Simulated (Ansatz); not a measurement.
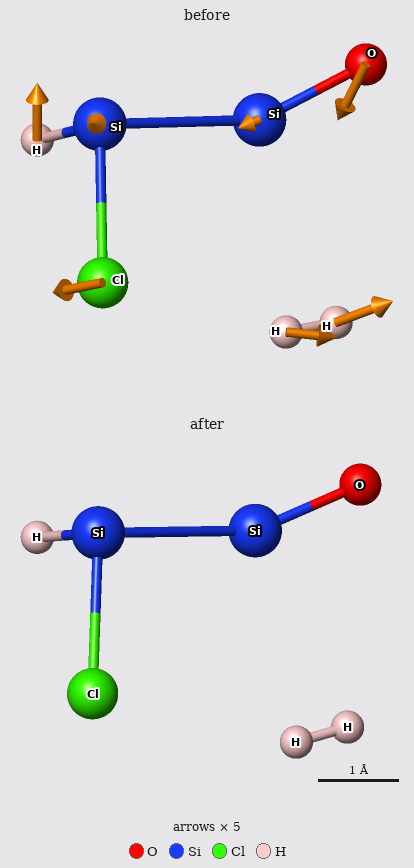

The structure of Si2H3OCl before (top) and after (bottom) a relaxation, at one scale. The orange arrows give the displacements, magnified 5 times.

Style: ball-and-stick. Shown at a tilt.

It is one of the separated reactants of a reaction.

All numbers below come from RKS PBE0-D4/def2-TZVP in Ansatz 0.2.0.

Input
```yaml
crystal:
  periodic: [false, false, false]
  atoms:
    - {symbol: O, position_ang: [-0.950984, 1.308326, -2.213095]}
    - {symbol: Si, position_ang: [-0.397290, 0.966919, -0.809041]}
    - {symbol: Si, position_ang: [1.517108, 0.846412, 0.665500]}
    - {symbol: Cl, position_ang: [1.389899, -1.163109, 1.355399]}
    - {symbol: H, position_ang: [0.655808, 1.562174, 1.730917]}
    - {symbol: H, position_ang: [-1.357806, -1.616819, -0.613987]}
    - {symbol: H, position_ang: [-0.784546, -1.746443, -0.109059]}
basis:
  gaussian: {orbitals: def2-TZVP}
hamiltonian: {xc: pbe0, dispersion: d4}
relax: {f_tol: 0.005, max_steps: 200}
```

Command:
```bash
ansatz run in.yaml --threads 2 --pin off --events-out ev --progress --plain --max-ram 4352MiB
```

What changed between the two?

Answer. Over 21 geometry steps the energy falls by 0.071 eV. The largest force component goes from 1.9 to 0.004 eV/Å. The forces were under the threshold at step 10, but the run went on from there. The largest moves after the best rigid fit, 0.18 Å, are those of O1 and Cl4. By element the largest moves are Cl 0.18 Å, O 0.18 Å, H 0.18 Å, Si 0.07 Å. Some distances before and after: O1–Si2 1.547 → 1.508 Å, Si3–Cl4 2.128 → 2.099 Å, H6–H7 0.775 → 0.751 Å, Si3–H5 1.546 → 1.524 Å. Bond angles that change, for instance: O1–Si2–Si3 147.9° → 152.4°, Si2–Si3–H5 87.5° → 85.3°. The run took 80 s on 2 threads of Arm Neoverse V2 (shared host).

Limits of the set-up: the start holds two separate molecules, 2.7 Å apart at their closest, whose relative position is a soft coordinate.
